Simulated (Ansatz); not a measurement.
# CH6ClSi2 (SMILES C[Si]([SiH3])Cl) at UCAM-B3LYP/def2-SVP

Aim: the electronic atomisation energy of CH6ClSi2 at UCAM-B3LYP/def2-SVP, from 5 runs. 

The results are computed with Ansatz 0.2.0.

44 further runs of the same task are left out: 44 set aside as unsound or not needed.

## Step 1: The molecule

CH6ClSi2 has 10 atoms, charge 0, and is taken as a doublet. As SMILES, `C[Si]([SiH3])Cl`. Geometry: relaxed at PBE0-D4/def2-TZVP.

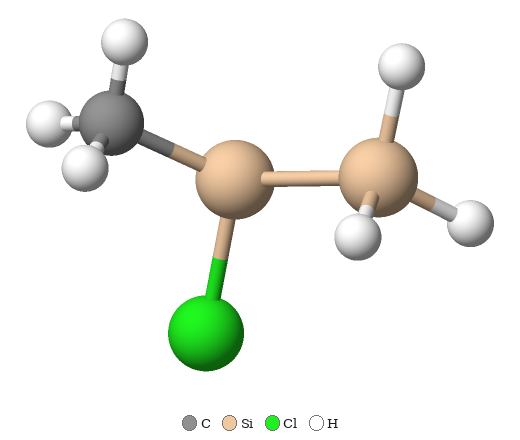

The structure, seen from a chosen angle (carbon grey, silicon light orange, chlorine green, hydrogen white).

## Step 2: The energy at UCAM-B3LYP/def2-SVP

File run.yaml:

```yaml
crystal:
  periodic: [false, false, false]
  atoms:
    - {symbol: C, position_ang: [-0.817600, 1.375900, -0.759000]}
    - {symbol: Si, position_ang: [-0.393400, -0.447400, -0.745400]}
    - {symbol: Si, position_ang: [1.253500, -1.073900, 0.791400]}
    - {symbol: Cl, position_ang: [-2.123100, -1.512600, -0.330000]}
    - {symbol: H, position_ang: [0.078700, 1.966200, -0.965000]}
    - {symbol: H, position_ang: [-1.223500, 1.680800, 0.209700]}
    - {symbol: H, position_ang: [-1.561600, 1.592100, -1.528300]}
    - {symbol: H, position_ang: [1.490500, -2.535600, 0.676400]}
    - {symbol: H, position_ang: [0.871400, -0.750900, 2.195100]}
    - {symbol: H, position_ang: [2.508200, -0.345800, 0.457800]}
basis:
  gaussian:
    orbitals: def2-SVP
magnetization:
  spin_polarized: true
  initial_magnetization: 1
hamiltonian:
  xc: {name: CAM-B3LYP}
accuracy: high
output: {orbitals: {seedname: orbitals}}
```

On the command line:

```console
$ ansatz run run.yaml --threads 1 --pin off --max-ram 3480MiB --events-out events.jsonl --progress --plain --runs-dir runs
```

The program printed:

```text
Warning: RAYON_NUM_THREADS=1 ignored (pool sized by the plan → 1); use --threads N
Functional definition: CAM-B3LYP
  name "CAM-B3LYP"
  parameter alpha = 0.19
  parameter beta = 0.46
  parameter omega = 0.33/bohr
  parameter ac = 0.81
  exchange = (1 - alpha - beta)*b88_x + beta*b88_x_sr(omega) + alpha*exact_x + beta*exact_x_lr(omega)
  correlation = (1 - ac)*vwn5_c + ac*lyp_c
2141 factors; integrals over basis functions are off by at most 2.1e-8 eV
496 factors; integrals over basis functions are off by at most 2.1e-9 eV
mean field evaluation 1: about -29399.5693 eV, gradient 2.6e1 eV
mean field evaluation 2: about -29400.1126 eV, gradient 2.3e1 eV
mean field evaluation 4: about -29402.8428 eV, gradient 6.6e-1 eV
mean field evaluation 8: about -29402.9867 eV, gradient 2.5e-2 eV
mean field evaluation 16: about -29402.9867 eV, gradient 1.1e-4 eV
mean field -29402.98673082 eV, -1080.5398322975 hartree, gradient 2.0e-8 eV, S^2 0.752597; 0 other end points of the search recorded, 0 dependent functions left out
reference -29402.98675244 eV, -1080.5398330920 hartree; 29, 28 occupied and 69, 70 virtual orbitals, 2141 factors
Total energy: -29402.98675244 eV, -1080.5398330920 hartree
```

Run time: 21 s. Hardware: 1 thread of Arm Neoverse V2, shared host; peak memory 0.62 GiB.

## Step 3: The C atom

File molecule.yaml:

```yaml
crystal:
  periodic: [false, false, false]
  atoms:
    - {symbol: C, position_ang: [0.000000, 0.000000, 0.000000]}
basis:
  gaussian:
    orbitals: def2-SVP
magnetization:
  spin_polarized: true
  initial_magnetization: 2
hamiltonian:
  xc: {name: CAM-B3LYP}
accuracy: high
```

Run the same way, it converges to -37.79154 Eh (log not shown).

## Step 4: The Cl atom, same level

File run.yaml:

```yaml
crystal:
  periodic: [false, false, false]
  atoms:
    - symbol: Cl
      position_ang: [0.000000, 0.000000, 0.000000]
basis:
  gaussian:
    orbitals: def2-SVP
magnetization:
  spin_polarized: true
  initial_magnetization: 1
hamiltonian:
  xc: {name: CAM-B3LYP}
accuracy: high
```

On the command line:

```console
$ ansatz run run.yaml --threads 1 --pin off --max-ram 3480MiB --events-out events.jsonl --progress --plain --runs-dir runs
```

The program printed:

```text
Warning: RAYON_NUM_THREADS=1 ignored (pool sized by the plan → 1); use --threads N
Functional definition: CAM-B3LYP
  name "CAM-B3LYP"
  parameter alpha = 0.19
  parameter beta = 0.46
  parameter omega = 0.33/bohr
  parameter ac = 0.81
  exchange = (1 - alpha - beta)*b88_x + beta*b88_x_sr(omega) + alpha*exact_x + beta*exact_x_lr(omega)
  correlation = (1 - ac)*vwn5_c + ac*lyp_c
134 factors; integrals over basis functions are off by at most 2.6e-9 eV
55 factors; integrals over basis functions are off by at most 2.8e-9 eV
mean field evaluation 1: about -12517.3162 eV, gradient 2.8e0 eV
mean field evaluation 2: about -12517.3616 eV, gradient 6.1e-1 eV
mean field evaluation 4: about -12517.3628 eV, gradient 6.4e-1 eV
mean field evaluation 8: about -12517.3652 eV, gradient 1.7e-3 eV
mean field evaluation 16: about -12517.3652 eV, gradient 5.2e-8 eV
mean field -12517.36519224 eV, -460.0046862400 hartree, gradient 5.2e-8 eV, S^2 0.751801; 0 other end points of the search recorded, 0 dependent functions left out
reference -12517.36519980 eV, -460.0046865179 hartree; 9, 8 occupied and 9, 10 virtual orbitals, 134 factors
Total energy: -12517.36519980 eV, -460.0046865179 hartree
```

Wall time 0.8 s (1 thread of Arm Neoverse V2, shared host).

## Step 5: The H atom, same level

File input.yaml:

```yaml
crystal:
  periodic: [false, false, false]
  atoms:
    - {symbol: H, position_ang: [0.000000, 0.000000, 0.000000]}
basis:
  gaussian:
    orbitals: def2-SVP
magnetization:
  spin_polarized: true
  initial_magnetization: 1
hamiltonian:
  xc: {name: CAM-B3LYP}
accuracy: high
```

Run the same way, it converges to -0.49790 Eh (log not shown).

## Step 6: The Si atom at the same level

File job.yaml:

```yaml
crystal:
  periodic: [false, false, false]
  atoms:
    - symbol: Si
      position_ang: [0.000000, 0.000000, 0.000000]
basis:
  gaussian:
    orbitals: def2-SVP
magnetization:
  spin_polarized: true
  initial_magnetization: 2
hamiltonian:
  xc: {name: CAM-B3LYP}
accuracy: high
```

On the command line:

```console
$ ansatz run job.yaml --threads 1 --pin off --max-ram 3480MiB --events-out events.jsonl --progress --plain --runs-dir runs
```

The program printed:

```text
Warning: RAYON_NUM_THREADS=1 ignored (pool sized by the plan → 1); use --threads N
Functional definition: CAM-B3LYP
  name "CAM-B3LYP"
  parameter alpha = 0.19
  parameter beta = 0.46
  parameter omega = 0.33/bohr
  parameter ac = 0.81
  exchange = (1 - alpha - beta)*b88_x + beta*b88_x_sr(omega) + alpha*exact_x + beta*exact_x_lr(omega)
  correlation = (1 - ac)*vwn5_c + ac*lyp_c
134 factors; integrals over basis functions are off by at most 2.5e-9 eV
77 factors; integrals over basis functions are off by at most 5.9e-10 eV
mean field evaluation 1: about -7871.6174 eV, gradient 1.9e0 eV
mean field evaluation 2: about -7871.6601 eV, gradient 4.9e-1 eV
mean field evaluation 4: about -7871.6647 eV, gradient 7.9e-2 eV
mean field evaluation 8: about -7871.6648 eV, gradient 3.3e-4 eV
mean field evaluation 16: about -7871.6648 eV, gradient 1.1e-8 eV
mean field -7871.66476322 eV, -289.2783444423 hartree, gradient 1.1e-8 eV, S^2 2.003001; 0 other end points of the search recorded, 0 dependent functions left out
reference -7871.66477382 eV, -289.2783448317 hartree; 8, 6 occupied and 10, 12 virtual orbitals, 134 factors
Total energy: -7871.66477382 eV, -289.2783448317 hartree
```

It took 0.62 s on 1 thread of Arm Neoverse V2, shared host.

## Step 7: Summary of results

At UCAM-B3LYP/def2-SVP:

| quantity | value |
| --- | --- |
| molecule: total energy | -1080.53983 Eh |
| molecule: HOMO energy (highest over α and β) | -6.97 eV |
| molecule: LUMO energy (lowest over α and β) | -1.49 eV |
| molecule: ⟨S²⟩ | 0.753 |
| C atom: total energy | -37.79154 Eh |
| C atom: ⟨S²⟩ | 2.002 |
| Cl atom: total energy | -460.00469 Eh |
| Cl atom: ⟨S²⟩ | 0.752 |
| H atom: total energy | -0.49790 Eh |
| H atom: ⟨S²⟩ | 0.750 |
| Si atom: total energy | -289.27834 Eh |
| Si atom: ⟨S²⟩ | 2.003 |
| electronic atomisation energy | 32.641 eV |

**Reading.** Taking the molecule apart into free atoms costs 32.64 eV (753 kcal/mol), before zero-point energy and without spin-orbit coupling.
